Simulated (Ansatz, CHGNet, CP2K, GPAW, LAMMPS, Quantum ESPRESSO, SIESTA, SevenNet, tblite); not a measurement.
## tblite on amorphous polyacrylonitrile (as short chains C14N4H18) at 400 K (108 atoms): settings against a plane-wave reference

Wanted: tblite inputs and outputs for amorphous polyacrylonitrile (as short chains C14N4H18) at 400 K (108 atoms), checked against a plane-wave reference.

Calculated with tblite 0.8.0; the method is named at each step.

### Step 1. The structure

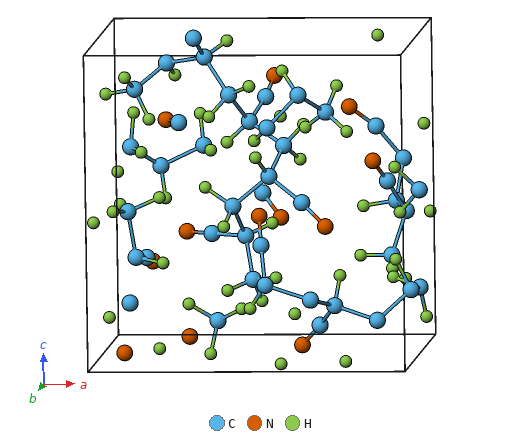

The starting structure, seen slightly off an axis (carbon blue, nitrogen orange, hydrogen green). Bonds to atoms that aren't drawn are left out. Some periodic images of atoms are drawn too.

The cell holds 108 atoms: 42 C, 12 N and 54 H. Cell: a = 10.456 Å, b = 10.456 Å, c = 10.456 Å, α = 90.0°, β = 90.0°, γ = 90.0°. 3 polyacrylonitrile chains of 4 units with methyl end groups placed at random, at 1.06 g/cm³; overlaps pushed apart, then 20 ps at 800 K with MMFF94 bonds, angles, torsions, charges and radii (Halgren, J. Comput. Chem. 17, 490 (1996)) in harmonic and 12-6 forms. Snapshot after 30 ps at 400 K and fixed volume.

The yardstick, on the same geometry:

```
method                                           : Kohn-Sham DFT, PBE, PAW, plane waves (Ansatz 0.2.0); cutoff 420 eV, Γ point, fermi-dirac smearing of 0.05 eV; PAW set soft_2
r.m.s. force component                           : 0.9482 eV/Å
longest force                                    : 4.306 eV/Å
pressure                                         : 2.794 GPa
gap (highest filled to lowest empty level) : 5.922 eV
SCF cycles                                       : 10
time                                             : 4.8 s on 8 threads of Arm Neoverse V2, shared host
CPU time                                         : 34 s
```

### Step 2. GFN1-xTB

Method: GFN1-xTB tight binding, diagonalisation.

run.py reads:

```python
import numpy as np
from ase.io import read
from tblite.ase import TBLite

atoms = read("structure.xyz")
atoms.calc = TBLite(method="GFN1-xTB", electronic_temperature=580, accuracy=1.0, max_iterations=250, mixer_damping=0.4, verbosity=1)
energy = atoms.get_potential_energy()
forces = atoms.get_forces()
print(f"energy {energy:.6f} eV")
print("forces (eV/A)")
for i, (a, f) in enumerate(zip(atoms, forces)):
    print(f"{i:4d} {a.symbol:2s} {f[0]:10.5f} {f[1]:10.5f} {f[2]:10.5f}")
stress = -atoms.get_stress(voigt=False) * 160.21766
print("stress (GPa, compression positive)")
for row in stress:
    print(" ".join(f"{x:10.4f}" for x in row))
print("charges (e)")
print(np.array2string(atoms.get_charges(), precision=4, suppress_small=True, max_line_width=110, threshold=100000))
```

structure.xyz reads:

```xyz
108
Lattice="10.45608 0.00000 0.00000 0.00000 10.45608 0.00000 0.00000 0.00000 10.45608" Properties=species:S:1:pos:R:3 pbc="T T T"
C 1.17369 5.39105 8.75007
C 2.27733 5.79988 9.66612
C 3.42928 4.81387 9.74130
C 2.95667 3.56145 10.21590
N 2.60335 2.55484 0.24425
C 4.18609 4.50814 8.45667
C 4.96800 5.64189 7.71010
C 5.61136 6.59841 8.63766
N 5.98600 7.37771 9.42982
C 6.03326 5.10508 6.84622
C 5.44636 4.24266 5.72826
C 6.47890 3.84846 4.80823
N 7.21386 3.55141 3.98262
C 4.31052 4.90233 4.82172
C 4.83866 6.10060 3.98816
C 3.83498 7.16858 4.18986
N 3.09730 8.04616 4.36876
C 5.02906 5.72585 2.50089
H 0.74928 4.40306 9.01764
H 0.28618 6.07258 8.67541
H 1.62948 5.34808 7.75392
H 2.65281 6.82907 9.39102
H 1.92977 5.87433 0.23798
H 4.22530 5.24278 10.33155
H 3.49735 4.25604 7.70143
H 4.76724 3.58644 8.62135
H 4.27591 6.18833 7.08995
H 6.65488 5.91992 6.49113
H 6.62999 4.41937 7.46439
H 4.93412 3.45354 6.25315
H 3.43189 5.11825 5.47208
H 3.93577 4.23053 4.06051
H 5.75095 6.38772 4.43787
H 4.14395 5.34055 2.08829
H 5.69679 4.89982 2.45310
H 5.40161 6.62257 1.89924
C 10.30405 3.28666 5.15788
C 0.58993 2.25349 4.33927
C 0.88626 2.75497 2.88828
C 1.37445 4.09795 3.04105
N 1.68667 5.21947 3.05161
C 10.20785 2.48802 1.84529
C 9.76159 0.97660 1.58713
C 0.41092 0.16050 1.07290
N 1.16909 9.89020 0.57226
C 8.62648 0.88197 0.56515
C 7.28046 1.42903 1.11807
C 6.91513 2.70771 0.62747
N 6.41334 3.59710 0.07853
C 6.37110 0.27207 1.16554
C 4.90516 0.51130 1.68604
C 4.83353 0.99594 3.06342
N 4.84388 1.54604 4.09669
C 4.23178 9.62744 1.60083
H 9.72551 3.95459 4.50197
H 0.43131 3.86666 5.85175
[... 48 atom lines left out ...]
H 0.83450 7.32532 5.18046
H 9.71035 6.60835 2.95928
H 8.79043 7.83903 3.53876
H 10.29453 8.14623 2.81122
```

Command:

```
> OMP_NUM_THREADS=1 python run.py > output.txt
```

The program printed:

```text
------------------------------------------------------------
  cycle        total energy    energy error   density error
------------------------------------------------------------
      1     -154.0782027325  -1.5645910E+02   6.5311532E-01
      2     -155.3319302755  -1.2537275E+00   4.2606796E-01
      3     -155.6224134966  -2.9048322E-01   2.3927661E-01
      4     -155.8097021879  -1.8728869E-01   3.1755541E-02
      5     -155.8266717152  -1.6969527E-02   6.9240958E-03
      6     -155.8272925090  -6.2079374E-04   1.1262133E-03
      7     -155.8273023571  -9.8481536E-06   5.6538827E-04
      8     -155.8273075342  -5.1770285E-06   9.0316117E-05
      9     -155.8273075882  -5.3992210E-08   3.8268764E-05
     10     -155.8273076106  -2.2467901E-08   1.3356154E-05
------------------------------------------------------------
 total:                                   1.477 sec
energy -4240.277021 eV
forces (eV/A)
   0 C    -1.25866   -0.37236   -1.07837
   1 C     0.28775    1.75794    0.73919
   2 C     0.87296    0.79844   -1.06890
   3 C    -0.88729   -3.05070    2.17211
   4 N     0.73166    2.12064   -1.15575
   5 C     0.53843    0.03835   -1.04326
   6 C    -0.21847    0.73411    2.43607
   7 C     0.08517    1.66253    1.95516
   8 N    -0.83855   -1.85769   -1.95670
   9 C     0.92999   -0.99026   -0.51586
  10 C    -1.10679    1.05028   -1.05575
  11 C    -0.23000   -0.54979    0.14851
  12 N     0.59980   -0.12228   -0.39467
  13 C     0.30072   -0.15042    0.60629
  14 C    -2.04156    0.07735    0.07821
  15 C     0.01585    0.95567   -0.19501
  16 N     0.71197   -1.11415   -0.10994
  17 C     0.87964    1.84295    0.39709
  18 H     0.41103    0.34150   -0.17351
  19 H     0.98332   -0.22439    0.34448
  20 H    -0.44545   -0.24033   -0.12356
  21 H    -0.19930   -0.93018    0.12137
  22 H    -0.29741    0.18034    0.28547
  23 H     0.07029    0.03401    1.07676
[...]
100 H     0.12758   -1.22873   -0.43218
 101 H     0.55155   -1.25934   -0.24702
 102 H     0.87791    0.61290   -0.66217
 103 H    -0.00550   -0.15328   -0.09752
 104 H     1.74063   -0.40672   -0.62436
 105 H     0.63448   -0.03550    1.09762
 106 H    -2.01301    1.06883    0.09233
 107 H     1.35629    1.67047   -0.73983
stress (GPa, compression positive)
    0.8206     0.1841     0.4518
    0.1841    -1.0824     0.1706
    0.4518     0.1706    -1.1803
charges (e)
[-0.0824 -0.0351 -0.0114  0.225  -0.3314 -0.0562 -0.0102  0.2033 -0.2982 -0.0422 -0.0232  0.231  -0.3188
 -0.0522 -0.0082  0.2248 -0.3291 -0.085   0.0373  0.0394  0.0237  0.0242  0.0405  0.066   0.0427  0.0458
  0.0443  0.0535  0.0503  0.0585  0.0401  0.0553  0.0575  0.0428  0.0508  0.0412 -0.0847 -0.04   -0.023
  0.221  -0.3302 -0.0503 -0.0056  0.2128 -0.2983 -0.0429 -0.0253  0.2186 -0.318  -0.0389 -0.0076  0.2179
 -0.3352 -0.0724  0.0333  0.0374  0.0251  0.0279  0.0315  0.0615  0.0469  0.0507  0.0483  0.0544  0.0397
  0.0673  0.0484  0.0411  0.0597  0.0466  0.0355  0.0349 -0.0902 -0.0425 -0.0168  0.2244 -0.3261 -0.0488
 -0.0094  0.1982 -0.3079 -0.0475 -0.0049  0.1971 -0.2901 -0.0532  0.0002  0.2085 -0.3068 -0.0928  0.0394
  0.0391  0.0334  0.0406  0.0207  0.0577  0.0477  0.0435  0.0595  0.0429  0.0436  0.0514  0.042   0.0407
  0.0591  0.05    0.0426  0.0519]
```

The job ended after 2 s (1 thread of Arm Neoverse V2, shared host; peak memory 0.17 GiB).

Banners, paths, timers and routine set-up lines are dropped from the logs unmarked, and long logs keep their key lines alone; longer cuts are marked.

Against the reference:

| Property | Result |
| --- | --- |
| r.m.s. force component | 1.01 eV/Å |
| r.m.s. difference of force components | 426.5 meV/Å |
| longest difference of force vectors | 1664 meV/Å |
| force difference over r.m.s. force | 44.98 % |
| slope of forces against the reference's | 0.966 |
| correlation of force components | 0.907 |
| pressure | -0.4807 GPa |
| pressure difference | -3.275 GPa |

Length of the force difference by element (eV/Å):

| element | atoms | mean | most |
| --- | --- | --- | --- |
| C | 42 | 0.68 | 1.6 |
| H | 54 | 0.16 | 0.29 |
| N | 12 | 1.5 | 1.7 |

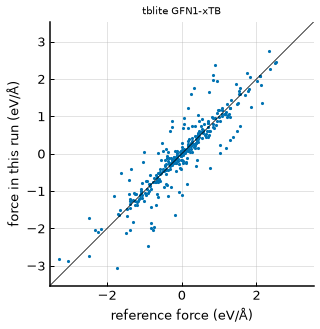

Force components against those of the reference; the line marks equality.

The surroundings of H22, picked at random, nearest first, numbered as they follow in the input and with coordinates relative to it.

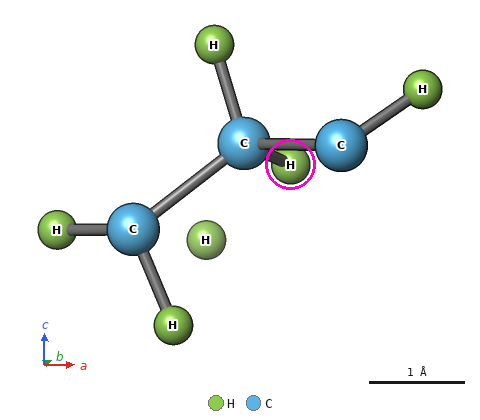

The atoms of the table, within 2.7 Å (arrows a, b, c point along x, y, z); some may hide others; the central atom is ringed.

```
atom      x      y      z  distance (Å)  bonds  Mulliken charge (e)     Fx     Fy  Fz (eV/Å)
 H22   0.00   0.00   0.00          0.00      1                 0.02  -0.20  -0.93       0.12
  C2  -0.38  -1.03   0.28          1.13      4                -0.04   0.29   1.76       0.74
 H23  -0.72  -0.95   1.30          1.77      1                 0.04  -0.30   0.18       0.29
  C1  -1.48  -1.44  -0.64          2.16      4                -0.08  -1.26  -0.37      -1.08
  C3   0.78  -2.02   0.35          2.19      4                -0.01   0.87   0.80      -1.07
 H24   1.57  -1.59   0.94          2.42      1                 0.07   0.07   0.03       1.08
 H21  -1.02  -1.48  -1.64          2.43      1                 0.02  -0.45  -0.24      -0.12
 H20  -2.37  -0.76  -0.72          2.59      1                 0.04   0.98  -0.22       0.34
H100  -1.15   2.29  -0.97          2.74      1                 0.04  -0.25   0.30      -0.74
```

Atoms are counted from 1 here, from 0 in the log.

Forces lie 45 % from the reference's, at 0.057 times its CPU time (on 1 against 8 cores).

### Step 3. GFN2-xTB

Method: GFN2-xTB tight binding, diagonalisation.

run.py: that of step 2 with these lines changed.

```diff
@@ -5,3 +5,3 @@
 atoms = read("structure.xyz")
-atoms.calc = TBLite(method="GFN1-xTB", electronic_temperature=580, accuracy=1.0, max_iterations=250, mixer_damping=0.4, verbosity=1)
+atoms.calc = TBLite(method="GFN2-xTB", electronic_temperature=580, accuracy=1.0, max_iterations=250, mixer_damping=0.4, verbosity=1)
 energy = atoms.get_potential_energy()
```

structure.xyz is that of step 2.

The program printed:

```text
------------------------------------------------------------
  cycle        total energy    energy error   density error
------------------------------------------------------------
      1     -150.7493217298  -1.5342462E+02   2.1055365E-01
      2     -151.0529892634  -3.0366753E-01   1.3810921E-01
      3     -151.7520814723  -6.9909221E-01   9.0637699E-02
[... lines left out ...]
stress (GPa, compression positive)
    0.4268     0.2721     0.7840
    0.2721    -2.3258    -0.0049
    0.7840    -0.0049    -1.8552
charges (e)
[-0.0858 -0.0388 -0.0121  0.1291 -0.2783 -0.0469 -0.002   0.1082 -0.2274 -0.0429 -0.0154  0.1377 -0.2634
 -0.0432 -0.0058  0.1249 -0.2647 -0.0975  0.041   0.0377  0.0267  0.0283  0.044   0.0937  0.0526  0.0455
  0.0516  0.0564  0.064   0.074   0.0316  0.0566  0.0743  0.0499  0.055   0.0479 -0.0923 -0.0406 -0.0185
  0.1201 -0.2642 -0.0478  0.0021  0.1214 -0.2356 -0.0456 -0.0181  0.1212 -0.2625 -0.0495 -0.0039  0.1222
 -0.2816 -0.0894  0.0431  0.0454  0.0216  0.0416  0.0282  0.0799  0.0599  0.0472  0.0595  0.0653  0.0348
  0.0948  0.0691  0.0447  0.074   0.0555  0.0467  0.048  -0.0992 -0.0479 -0.0155  0.1311 -0.2626 -0.0473
 -0.0114  0.1066 -0.2493 -0.0404  0.0014  0.1051 -0.2325 -0.0468  0.0009  0.1092 -0.2458 -0.0993  0.038
  0.0453  0.0404  0.0512  0.0197  0.0818  0.0531  0.0441  0.0864  0.0466  0.0499  0.0565  0.0544  0.0375
  0.0831  0.0408  0.0522  0.0596]
```

The job ended after 7.7 s (1 thread; peak memory 0.17 GiB).

Numbers from this run, and their distance from the reference:

```yaml
r_m_s_force_component: 1.037 eV/Å
r_m_s_difference_of_force_components: 536.2 meV/Å
longest_difference_of_force_vectors: 2357 meV/Å
force_difference_over_r_m_s_force: 56.55 %
slope_of_forces_against_the_reference_s: 0.938
correlation_of_force_components: 0.8578
pressure: -1.251 GPa
pressure_difference: -4.045 GPa
```

Against the first run (45 %), the force difference from the reference is 57 %, at 3.9 times the CPU time.

The difference per atom is largest on N (2.2 eV/Å on average, against 0.73 on C).

### Step 4. Side by side

Differences are against the plane-wave reference, forces as r.m.s. over components; share is that over the reference's r.m.s. force, slope the least-squares factor from reference forces to these. Total energies of different programs have different zeros and aren't compared.

```csv
run,"Δ force, r.m.s. (meV/Å)",share (%),slope,Δ pressure (GPa),cores,CPU time,memory (GiB)
reference,-,-,-,-,8,34 s,1.2
tblite GFN1-xTB,426,45.0,0.966,-3.27,1,2 s,0.17
tblite GFN2-xTB,536,56.5,0.938,-4.05,1,7.7 s,0.17
```

CPU time is summed over cores on a shared host, where runs went side by side, so it is rough. Symmetry, cutoffs, thresholds, outputs and thread counts weren't matched or tuned between programs; memory under MPI is the largest rank's times the ranks.

Mean charges by element (e), by run and scheme:

```csv
run,scheme,C,N,H
reference,Löwdin,-0.12,-0.20,+0.20
tblite GFN1-xTB,Mulliken,+0.03,-0.32,+0.04
tblite GFN2-xTB,Mulliken,+0.01,-0.26,+0.05
```

The reference's Löwdin charges lack the electrons that the projection spills, 0.032 e an atom on average.

### Step 5. Summary of results

```yaml
nearest_in_forces: tblite GFN1-xTB, 45 %
its_cpu_time: 2 s
```

In words: Tight binding differs by 45 % (tblite GFN1-xTB) to 57 % (tblite GFN2-xTB); it is another model, with fitted parameters of its own, and the xTB methods hold dispersion. Of the electronic-structure runs that take under half the reference's CPU time, tblite GFN1-xTB comes nearest, at 45 % in 2 s against 34 s; its pressure misses by -3.3 GPa. Charges hang on model, scheme and program or settings: among these rows the mean for H runs from +0.04 to +0.20 e. Periodic xTB results under one method name differ between programs and library versions. The network of contacts between molecules at the start is that of the classical potential that made the cell, and needn't be the one that DFT or experiment would give. The reference's PBE has no dispersion term, which matters for the binding between molecules or layers. The density was typed from a rule of thumb and may lie off the real one at this temperature. The electronic-structure runs sample only Γ, in a cell whose shortest periodic width is 10 Å.

[Also dropped from logs without a mark: logging warnings of Python, and SIESTA's first energy breakdown and zero terms.]

[Logs are printed without paths, hosts, clocks, repeated set-up lines and the standing remarks that a program may print on its own settings, such as how far it seeks lower states.]

[Hosts, paths, dates, database ids (printed as entryN), source tags and the programs' standing remarks are cut or masked in the printed files.]

[The MMFF94 radii named for the starting cell were scaled by 0.96; in molecules described by MMFF94, hydrogen bound to N, O or S took a small fixed 12-6 site in their place.]
